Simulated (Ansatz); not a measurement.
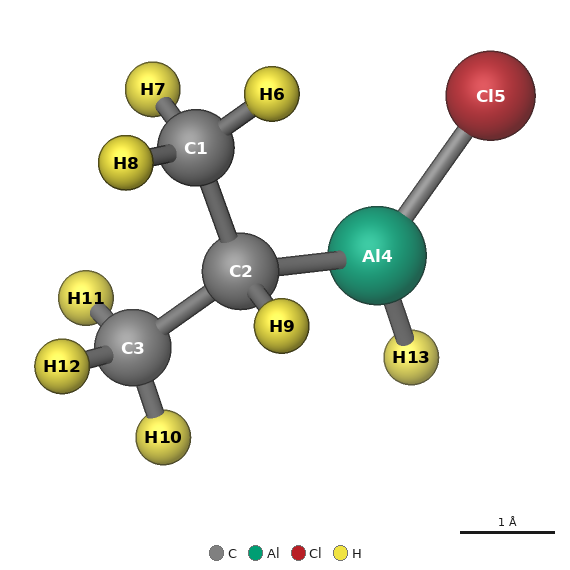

The computed structure is the end point of a PBE0-D4/def2-TZVP optimisation. No frequency run is at hand to confirm it as a minimum.

List the bonds and their lengths.

```json
{"bond": "C1–C2", "length (Å)": "1.527"}
{"bond": "C1–H6", "length (Å)": "1.092"}
{"bond": "C1–H7", "length (Å)": "1.094"}
{"bond": "C1–H8", "length (Å)": "1.096"}
{"bond": "C2–C3", "length (Å)": "1.530"}
{"bond": "C2–Al4", "length (Å)": "1.959"}
{"bond": "C2–H9", "length (Å)": "1.102"}
{"bond": "C3–H10", "length (Å)": "1.094"}
{"bond": "C3–H11", "length (Å)": "1.095"}
{"bond": "C3–H12", "length (Å)": "1.096"}
{"bond": "Al4–Cl5", "length (Å)": "2.107"}
{"bond": "Al4–H13", "length (Å)": "1.582"}
```
